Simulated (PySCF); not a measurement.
**One shape, several levels: GaH2SeF3 (SMILES [F][Ga-]([F])([F])[SeH2+])**

Wanted: a comparison of 6 runs (HF/3-21G, HF/cc-pVTZ, PBE/pcseg-1, TPSSh/cc-pVDZ, PBE0/def2-SVP, B3LYP/6-31G*) of GaH2SeF3. Input form: a Python script.

The results are computed with PySCF 2.14.0.

## 1. The molecule

GaH2SeF3 has 7 atoms, charge 0, and is taken as a singlet. As SMILES, `[F][Ga-]([F])([F])[SeH2+]`. The coordinates come from a PBE0-D4/def2-TZVP relaxation.

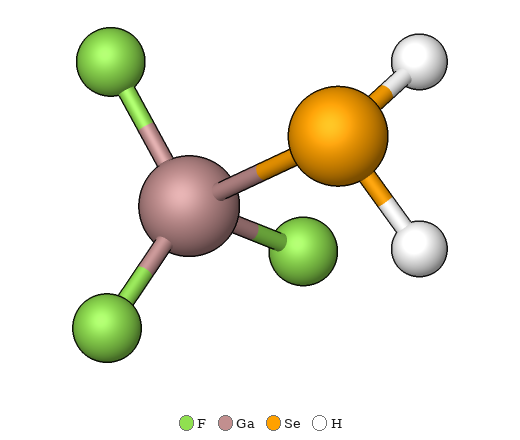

The structure, seen from a chosen angle (fluorine green, gallium pink, selenium orange, hydrogen white).

## 2. Energy and forces at HF/3-21G (run 1)

run.py

```python
from pyscf import gto

mol = gto.M(
    atom='''
F      0.911226    -2.019172     3.704997
Ga     0.545375    -1.888025     0.421598
F     -2.453431    -2.604610    -0.784614
F      3.143559    -2.626530    -1.484758
Se     0.516651     2.985767    -0.152879
H     -2.029188     3.221416     0.933903
H     -0.518541     2.802653    -2.724607
''',
    basis='3-21g',
    spin=0,
    max_memory=1860,
    verbose=3,
    unit='bohr',
)

mf = mol.RHF()
mf.conv_tol = 1e-10
mf.kernel()
if not mf.converged:
    mf = mf.newton().run(mf.mo_coeff, mf.mo_occ)

e_tot = mf.e_tot
print(f'total energy: {e_tot:.8f} hartree')
grad = mf.nuc_grad_method().kernel()
dip = mf.dip_moment()
pop, q = mf.mulliken_pop()
```

Run with:

```sh
$ OMP_NUM_THREADS=1 python run.py
```

Log:

```text
converged SCF energy = -4600.3558215569
total energy: -4600.35582156 hartree
--------------- RHF gradients ---------------
         x                y                z
0 F     0.0047313048     0.0000549138     0.0372599059
1 Ga    -0.0044041267     0.0263583227    -0.0048939248
2 F    -0.0343174288    -0.0084916738    -0.0137837414
3 F     0.0300020475    -0.0067787160    -0.0215073528
4 Se     0.0095263687    -0.0039283722     0.0043933715
5 H    -0.0021067177    -0.0037882900    -0.0022878640
6 H    -0.0034314479    -0.0034261844     0.0008196056
----------------------------------------------
Dipole moment(X, Y, Z, Debye): -1.35137,  4.91122, -1.12917
 ** Mulliken pop  **
pop of  0 F 1s            1.98434
pop of  0 F 2s            0.43744
pop of  0 F 3s            1.53900
pop of  0 F 2px           0.85989
pop of  0 F 2py           0.85799
pop of  0 F 2pz           0.73718
pop of  0 F 3px           1.07854
pop of  0 F 3py           1.07809
pop of  0 F 3pz           0.97035
pop of  1 Ga 1s           1.99977
pop of  1 Ga 2s           1.99823
pop of  1 Ga 3s           1.99252
pop of  1 Ga 4s           0.59962
pop of  1 Ga 5s          -0.02479
pop of  1 Ga 2px          1.99851
pop of  1 Ga 2py          1.99846
pop of  1 Ga 2pz          1.99851
pop of  1 Ga 3px          1.98788
pop of  1 Ga 3py          1.98420
pop of  1 Ga 3pz          1.98790
pop of  1 Ga 4px          0.31808
pop of  1 Ga 4py          0.24620
pop of  1 Ga 4pz          0.32025
pop of  1 Ga 5px          0.05089
pop of  1 Ga 5py          0.05826
pop of  1 Ga 5pz          0.04916
pop of  1 Ga 3dxy         1.99513
pop of  1 Ga 3dyz         1.99698
pop of  1 Ga 3dz^2        1.98283
pop of  1 Ga 3dxz         1.98537
pop of  1 Ga 3dx2-y2      1.98560
pop of  2 F 1s            1.98434
pop of  2 F 2s            0.43727
pop of  2 F 3s            1.53900
pop of  2 F 2px           0.75850
pop of  2 F 2py           0.85204
pop of  2 F 2pz           0.84470
pop of  2 F 3px           0.98999
pop of  2 F 3py           1.07346
pop of  2 F 3pz           1.06592
pop of  3 F 1s            1.98434
pop of  3 F 2s            0.43745
pop of  3 F 3s            1.53899
pop of  3 F 2px           0.78319
pop of  3 F 2py           0.85283
pop of  3 F 2pz           0.81902
pop of  3 F 3px           1.01098
pop of  3 F 3py           1.07264
pop of  3 F 3pz           1.04317
pop of  4 Se 1s           1.99983
pop of  4 Se 2s           1.99719
pop of  4 Se 3s           2.00056
pop of  4 Se 4s           0.77947
pop of  4 Se 5s           1.18815
pop of  4 Se 2px          1.99742
pop of  4 Se 2py          1.99769
pop of  4 Se 2pz          1.99731
pop of  4 Se 3px          1.98776
pop of  4 Se 3py          1.99040
pop of  4 Se 3pz          1.98655
pop of  4 Se 4px          0.66678
pop of  4 Se 4py          0.80694
pop of  4 Se 4pz          0.60040
pop of  4 Se 5px          0.59257
pop of  4 Se 5py          1.02325
pop of  4 Se 5pz          0.40439
pop of  4 Se 3dxy         1.99987
pop of  4 Se 3dyz         1.99986
pop of  4 Se 3dz^2        1.99828
pop of  4 Se 3dxz         1.99847
pop of  4 Se 3dx2-y2      1.99810
pop of  5 H 1s            0.40990
pop of  5 H 2s            0.51445
pop of  6 H 1s            0.40986
pop of  6 H 2s            0.51433
 ** Mulliken atomic charges  **
charge of    0F =     -0.54281
charge of    1Ga =      1.49042
charge of    2F =     -0.54521
charge of    3F =     -0.54260
charge of    4Se =     -0.01125
charge of    5H =      0.07565
charge of    6H =      0.07581
```

It took 5.4 s on 1 thread of Intel Xeon at 2.70GHz, shared host; peak memory 0.15 GiB.

## 3. Energy and forces at HF/cc-pVTZ (run 2)

job.py

```python
import pyscf.grad
from pyscf import gto, scf

mol = gto.M(
    atom=[
    ('F', (0.482200, -1.068500, 1.960600)),
    ('Ga', (0.288600, -0.999100, 0.223100)),
    ('F', (-1.298300, -1.378300, -0.415200)),
    ('F', (1.663500, -1.389900, -0.785700)),
    ('Se', (0.273400, 1.580000, -0.080900)),
    ('H', (-1.073800, 1.704700, 0.494200)),
    ('H', (-0.274400, 1.483100, -1.441800)),
],
    verbose=3,
    max_memory=1860,
    basis='cc-pvtz',
)

calc0 = scf.RHF(mol)
calc0.conv_tol = 1e-10
calc0.kernel()
if not calc0.converged:
    calc0 = calc0.newton().run(calc0.mo_coeff, calc0.mo_occ)

e_final = calc0.e_tot
print('E = %.10f Eh' % e_final)
grad = calc0.Gradients().kernel()
calc0.analyze()
```

Run with:

```sh
$ OMP_NUM_THREADS=1 python job.py
```

Log:

```text
converged SCF energy = -4622.91761753224
[... 28 lines left out ...]
MO #17  energy= -6.72326547945719  occ= 2
[... 16 lines left out ...]
MO #34  energy= -1.23151672629558  occ= 2
[... 16 lines left out ...]
MO #51  energy= 0.142601244655404  occ= 0
[... 16 lines left out ...]
MO #68  energy= 0.526128715502463  occ= 0
[... 16 lines left out ...]
MO #85  energy= 1.14453885990425   occ= 0
[... 16 lines left out ...]
MO #102 energy= 1.63220532592521   occ= 0
[... 16 lines left out ...]
MO #119 energy= 2.29583329942422   occ= 0
[... 16 lines left out ...]
MO #136 energy= 3.0526413953365    occ= 0
[... 16 lines left out ...]
MO #153 energy= 4.37112442342968   occ= 0
[... 16 lines left out ...]
MO #170 energy= 7.43551628544581   occ= 0
[... 16 lines left out ...]
MO #187 energy= 8.90115606614595   occ= 0
[... 16 lines left out ...]
MO #204 energy= 11.828944435803    occ= 0
[... 8 lines left out ...]
Dipole moment(X, Y, Z, Debye): -0.98203,  5.34065, -1.02451
```

Wall time 5.6 min (1 thread of Intel Xeon at 2.70GHz, shared host); peak memory 0.13 GiB.

Runs 3 to 5 aren't shown in full; the table further down has their settings and results.

## 4. Energy and gradient at B3LYP/6-31G(d) (Cartesian functions) (run 6)

input.py

```python
import pyscf.grad
from pyscf import gto, dft

molecule = gto.M(
    atom='''
F        0.482200      -1.068500       1.960600
Ga       0.288600      -0.999100       0.223100
F       -1.298300      -1.378300      -0.415200
F        1.663500      -1.389900      -0.785700
Se       0.273400       1.580000      -0.080900
H       -1.073800       1.704700       0.494200
H       -0.274400       1.483100      -1.441800
''',
    basis='6-31g*',
    spin=0,
    max_memory=1860,
    verbose=4,
    cart=True,
    charge=0,
)

calc0 = dft.RKS(molecule, xc='b3lyp')
calc0.conv_tol = 1e-10
calc0.grids.level = 5
calc0.kernel()
if not calc0.converged:
    calc0 = calc0.newton().run(calc0.mo_coeff, calc0.mo_occ)

etot = calc0.e_tot
print('Final energy', etot)
grad = calc0.Gradients().kernel()
dip = calc0.dip_moment()
pop, q = calc0.mulliken_pop()
```

Run with:

```sh
$ OMP_NUM_THREADS=1 python input.py
```

Log:

```text
PySCF version 2.14.0

[... 78 lines left out ...]
converged SCF energy = -4626.77365789721
Final energy -4626.7736578972135
[... 14 lines left out ...]
Dipole moment(X, Y, Z, Debye): -1.02682,  5.04785, -1.00949
[... 88 lines left out ...]
pop of  4 Se 2pz          1.99972
pop of  4 Se 3px          1.99485
pop of  4 Se 3py          1.99591
pop of  4 Se 3pz          1.99431
pop of  4 Se 4px          1.03970
pop of  4 Se 4py          1.28607
pop of  4 Se 4pz          0.93062
pop of  4 Se 5px          0.23165
pop of  4 Se 5py          0.40334
pop of  4 Se 5pz          0.15947
pop of  4 Se 3dxx         0.94727
pop of  4 Se 3dxy         1.38347
pop of  4 Se 3dxz         1.38316
pop of  4 Se 3dyy         0.94768
pop of  4 Se 3dyz         1.38299
pop of  4 Se 3dzz         0.94710
pop of  4 Se 4dxx         0.40285
pop of  4 Se 4dxy         0.58552
pop of  4 Se 4dxz         0.58608
pop of  4 Se 4dyy         0.40182
pop of  4 Se 4dyz         0.58586
pop of  4 Se 4dzz         0.40288
pop of  4 Se 5dxx         0.04883
pop of  4 Se 5dxy         0.03367
pop of  4 Se 5dxz         0.05969
pop of  4 Se 5dyy         0.01975
pop of  4 Se 5dyz         0.03281
pop of  4 Se 5dzz         0.05534
pop of  5  H 1s           0.47030
pop of  5  H 2s           0.36917
pop of  6  H 1s           0.47027
pop of  6  H 2s           0.36913
 ** Mulliken atomic charges  **
charge of    0F =     -0.42463
charge of    1Ga =      0.94352
charge of    2F =     -0.42613
charge of    3F =     -0.42453
charge of    4Se =      0.01063
charge of    5H =      0.16053
charge of    6H =      0.16061
```

Run time: 83 s. Hardware: 1 thread of Intel Xeon at 2.70GHz, shared host; peak memory 1.2 GiB.

## 5. The series

```csv
run,level,integration grid,Cartesian functions,energy (Eh),dipole moment (D),HOMO energy (eV),LUMO energy (eV),wall time
1,HF/3-21G,–,no,-4600.355822,5.22,-12.56,2.22,5.4 s
2,HF/cc-pVTZ,–,no,-4622.917618,5.53,-12.58,1.88,5.6 min
3,PBE/pcseg-1,5,no,-4625.806776,5.33,-8.11,-2.26,72 s
4,TPSSh/cc-pVDZ,5,no,-4627.125757,5.28,-8.58,-1.75,90 s
5,PBE0/def2-SVP,5,no,-4625.674192,5.41,-9.41,-1.34,62 s
6,B3LYP/6-31G* (Cartesian functions),5,yes,-4626.773658,5.25,-8.98,-1.52,83 s
```

## 6. What came out

| quantity | value |
| --- | --- |
| run 6: total energy | -4626.77366 Eh |
| run 6: dipole moment | 5.25 D |
| run 6: HOMO energy | -8.98 eV |
| run 6: LUMO energy | -1.52 eV |
| run 6: HOMO–LUMO gap | 7.46 eV |
| run 6: largest force on an atom | 0.349 eV/Å |

In words: The dipole moment (its size) runs from 5.22 D (HF/3-21G) to 5.53 D (HF/cc-pVTZ). The HOMO–LUMO gap runs from 5.84 eV (PBE/pcseg-1) to 14.78 eV (HF/3-21G). The two ends differ in method and basis. Totals of different functionals can't be ranked against each other. All runs together took 11 min, the longest 5.6 min.
